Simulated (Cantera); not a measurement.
Input: 1 mol BF3, 0.21 mol O2, 0.49 mol H2, at 10.0 mbar.

These are equilibrium values from Cantera (NASA tables, ideal gas, pure condensed phases), not measurements of a reactor. Candidate condensed phases: B, B2O3, B3O3H3, H2O; 43 gas species. The tables' values for BF2 are old estimates; treat these amounts as uncertain. Gases not in the tables: H3BO3. Rates play no part.

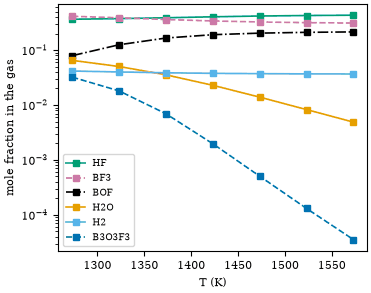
Figure: Equilibrium gas composition (values under 1e-9 drawn at 1e-9)

From 1273 K to 1573 K nothing is condensed.
